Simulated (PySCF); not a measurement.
**Excited-state calculation of BF₃**

BF₃ (boron trifluoride), computed with TDDFT PBE0/def2-SVPD, vertical, gas phase, core orbitals frozen in the response (PySCF 2.14.0).

The geometry comes from this level: GFN2-xTB, MD frame at 625 fs, 600 K. It belongs to a series of runs on one base structure; here: MD frame at 625 fs, 600 K.

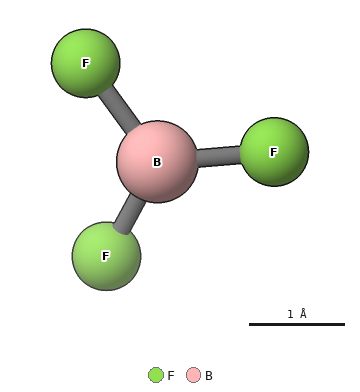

The structure (ball-and-stick view, seen at a tilt).

Results in brief:

| quantity | value |
| --- | --- |
| outcome | converged |
| total energy | −323.991986 hartree |
| HOMO | −12.15 eV |
| LUMO | −0.20 eV |
| dipole moment | 0.67 D |
| mean polarisability | 14.81 a.u. |
| lowest excitation | 10.15 eV |
| hardware | 1 CPU thread, shared host |
| wall time | 7.8 s |
| peak memory | 0.37 GiB |

Input file:
```
{"job": {"kind": "uv", "xc": "PBE0", "basis": "def2-SVPD", "nstates": 5, "ntriplets": 0}, "charge": 0, "multiplicity": 1}
F     -0.236900    -1.146200     0.687100
B      0.096900    -0.027000     0.266900
F     -0.087600     0.331900    -0.907500
F      0.277800     0.834700     1.199900
```

The first line tells a small driver script what to run in PySCF; the rest is the geometry in Å.

Command:
```bash
OMP_NUM_THREADS=1 python <driver script> task.json out
```

What the program printed:
```
coarse grid: 4344 points
cycle   1  E = -323.8809494650  dE =  6.731e-01  |g| = 6.376e-01  |ddm| = 2.827e+00
cycle   2  E = -323.8447470085  dE =  3.620e-02  |g| = 8.168e-01  |ddm| = 1.058e+00
cycle   3  E = -323.9461621121  dE = -1.014e-01  |g| = 1.757e-02  |ddm| = 5.548e-01
cycle   4  E = -323.9461890685  dE = -2.696e-05  |g| = 1.238e-02  |ddm| = 3.233e-02
cycle   5  E = -323.9462112836  dE = -2.222e-05  |g| = 3.658e-03  |ddm| = 1.108e-02
cycle   6  E = -323.9462133922  dE = -2.109e-06  |g| = 1.730e-04  |ddm| = 3.487e-03
final grid: 46024 points
cycle   7  E = -323.9919841082  dE = -6.607e-05  |g| = 3.592e-03  |ddm| = 3.426e-02
cycle   8  E = -323.9919836301  dE =  4.782e-07  |g| = 4.248e-03  |ddm| = 7.132e-03
cycle   9  E = -323.9919863450  dE = -2.715e-06  |g| = 2.319e-04  |ddm| = 2.873e-03
cycle  10  E = -323.9919863510  dE = -6.029e-09  |g| = 1.437e-04  |ddm| = 3.856e-04
cycle  11  E = -323.9919863540  dE = -3.016e-09  |g| = 4.136e-05  |ddm| = 1.331e-04
cycle  12  E = -323.9919863543  dE = -2.639e-10  |g| = 4.997e-06  |ddm| = 4.128e-05
```

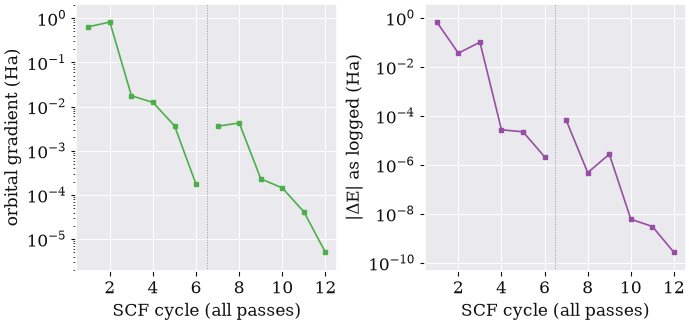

Convergence of the self-consistent field: orbital gradient and size of the energy change against the SCF cycle. The dotted line marks the change from a coarse to the final integration grid. The first 6 cycles use a coarse grid, the final grid takes over at cycle 7, and the field converges after 12 cycles in all.

```
converged SCF energy = -323.9919863543

Static polarisability (au): isotropic 14.815, principal 12.781 15.636 16.028

Singlet excitations
state   eV       nm        f      main configurations
  1  10.1538    122.1   0.00116   H->L 0.92
  2  11.2290    110.4   0.00110   H-1->L 0.89
  3  11.5317    107.5   0.00433   H-2->L 0.80, H-4->L 0.13
  4  11.6864    106.1   0.04110   H-3->L 0.77
  5  11.7228    105.8   0.00925   H->L+1 0.86
```

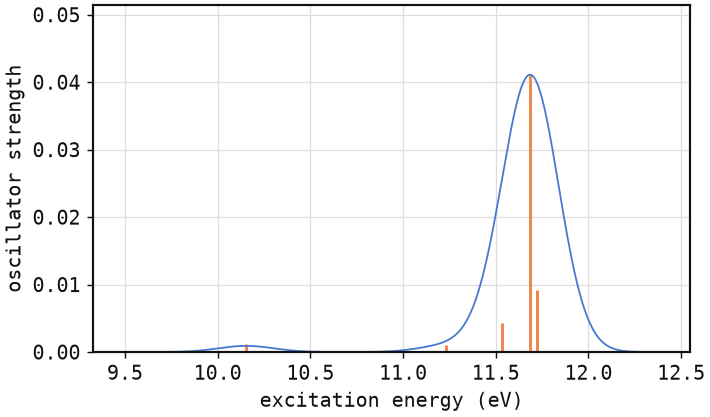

Computed excitations as sticks (degenerate states added up, dark ones marked on the axis), with a Gaussian envelope of 0.35 eV full width at half maximum, scaled to the tallest. Of the 5 states the lowest lies at 10.15 eV (f = 0.001); the strongest line is at 11.69 eV, or 106 nm (f = 0.041).

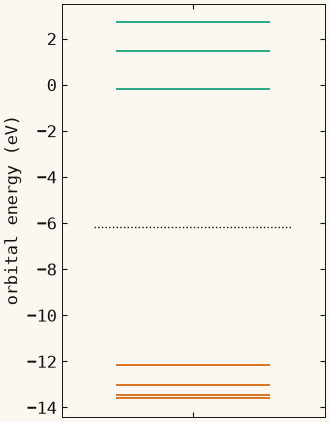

Orbital energies near the frontier; the dotted line parts filled from empty levels, and levels within 0.02 eV of each other stand side by side. Highest filled −12.15 eV, lowest empty −0.20 eV, 11.95 eV apart.
